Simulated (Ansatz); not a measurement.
# CF2 (SMILES F[C]F): HSE06/def2-TZVPP

What is the electronic atomisation energy of CF2 at HSE06/def2-TZVPP? 

The calculation is run with Ansatz 0.2.0.

31 further runs of the same task are left out: 31 set aside as unsound or not needed.

### 1 The structure to begin with

CF2 has 3 atoms, charge 0, and is taken as a singlet. As SMILES, `F[C]F`. The coordinates come from a PBE0-D4/def2-TZVP relaxation.

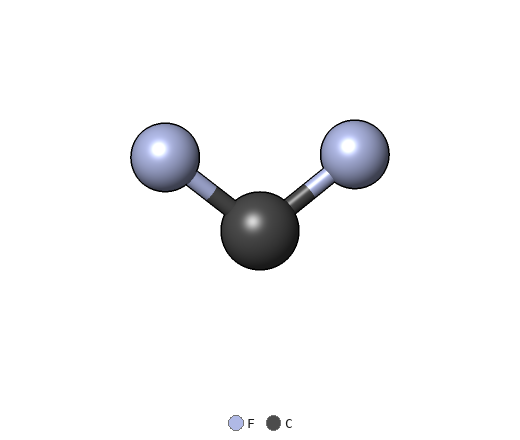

The structure, seen from a chosen angle (fluorine light blue, carbon dark grey).

### 2 A single-point energy at HSE06/def2-TZVPP

run.yaml reads:

```yaml
crystal:
  periodic: [false, false, false]
  atoms:
    - symbol: F
      position_ang: [0.316310, 0.971410, 0.281600]
    - symbol: C
      position_ang: [0.382340, -0.318520, 0.175150]
    - symbol: F
      position_ang: [-0.698640, -0.652890, -0.456750]
basis:
  gaussian: {orbitals: def2-TZVPP}
hamiltonian: {xc: hse06}
accuracy: high
output: {orbitals: {seedname: orbitals}}
```

Launch:

```bash
$ ansatz run run.yaml --threads 1 --pin off --max-ram 3480MiB --events-out events.jsonl --progress --plain --runs-dir runs
```

Log:

```text
Warning: RAYON_NUM_THREADS=1 ignored (pool sized by the plan → 1); use --threads N
Functional definition: HSE06
  name "HSE06"
  parameter a = 0.25
  parameter omega = 0.11/bohr
  exchange = pbe_x - a*pbe_x_sr(omega) + a*exact_x_sr(omega)
  correlation = pbe_c
1489 factors; integrals over basis functions are off by at most 3.6e-9 eV
61 factors; integrals over basis functions are off by at most 1.2e-9 eV
mean field evaluation 1: about -6463.5403 eV, gradient 2.5e1 eV
mean field evaluation 2: about -6462.8319 eV, gradient 3.4e1 eV
mean field evaluation 4: about -6464.3279 eV, gradient 5.8e-1 eV
mean field evaluation 8: about -6464.3264 eV, gradient 8.8e-3 eV
mean field evaluation 16: about -6464.3264 eV, gradient 8.6e-7 eV
mean field -6464.32639816 eV, -237.5596134546 hartree, gradient 1.2e-8 eV, S^2 0.000000; 0 other end points of the search recorded, 0 dependent functions left out
reference -6464.32640003 eV, -237.5596135234 hartree; 12, 12 occupied and 81, 81 virtual orbitals, 1489 factors
Total energy: -6464.32640003 eV, -237.5596135234 hartree
```

It took 1.3 s on 1 thread of AMD EPYC 9R45 (Zen 5), shared host; peak memory 0.21 GiB.

### 3 The C atom

molecule.yaml reads:

```yaml
crystal:
  periodic: [false, false, false]
  atoms:
    - {symbol: C, position_ang: [0.000000, 0.000000, 0.000000]}
basis:
  gaussian:
    orbitals: def2-TZVPP
magnetization:
  spin_polarized: true
  initial_magnetization: 2
hamiltonian:
  xc: hse06
accuracy: high
```

Launch:

```bash
$ ansatz run molecule.yaml --threads 1 --pin off --max-ram 3480MiB --events-out events.jsonl --progress --plain --runs-dir runs
```

Log, shortened:

```text
Warning: RAYON_NUM_THREADS=1 ignored (pool sized by the plan → 1); use --threads N
[... 6 set-up lines as earlier in the session ...]
312 factors; integrals over basis functions are off by at most 3.1e-9 eV
45 factors; integrals over basis functions are off by at most 5.7e-10 eV
mean field evaluation 1: about -1028.5446 eV, gradient 4.9e0 eV
mean field evaluation 2: about -1028.6518 eV, gradient 1.8e0 eV
mean field evaluation 4: about -1028.6712 eV, gradient 3.9e-1 eV
mean field evaluation 8: about -1028.6720 eV, gradient 7.6e-4 eV
mean field evaluation 16: about -1028.6720 eV, gradient 9.2e-9 eV
mean field -1028.67195541 eV, -37.8029971024 hartree, gradient 9.2e-9 eV, S^2 2.003734; 0 other end points of the search recorded, 0 dependent functions left out
reference -1028.67195754 eV, -37.8029971808 hartree; 4, 2 occupied and 27, 29 virtual orbitals, 312 factors
Total energy: -1028.67195754 eV, -37.8029971808 hartree
```

Wall time 0.28 s (1 thread of AMD EPYC 9R45 (Zen 5), shared host).

### 4 The F atom

job.yaml reads:

```yaml
crystal:
  periodic: [false, false, false]
  atoms:
    - {symbol: F, position_ang: [0.000000, 0.000000, 0.000000]}
basis:
  gaussian: {orbitals: def2-TZVPP}
magnetization: {spin_polarized: true, initial_magnetization: 1}
hamiltonian: {xc: {name: HSE06}}
accuracy: high
```

Run the same way, it converges to -99.67211 Eh (log not shown).

### 5 What came out

At HSE06/def2-TZVPP:

| quantity | value |
| --- | --- |
| molecule: total energy | -237.55961 Eh |
| molecule: HOMO energy | -8.36 eV |
| molecule: LUMO energy | -2.64 eV |
| molecule: HOMO–LUMO gap | 5.72 eV |
| C atom: total energy | -37.80300 Eh |
| C atom: ⟨S²⟩ | 2.004 |
| F atom: total energy | -99.67211 Eh |
| F atom: ⟨S²⟩ | 0.752 |
| electronic atomisation energy | 11.222 eV |

What this shows: Taking the molecule apart into free atoms costs 11.22 eV (1083 kJ/mol), before zero-point energy and without spin-orbit coupling.
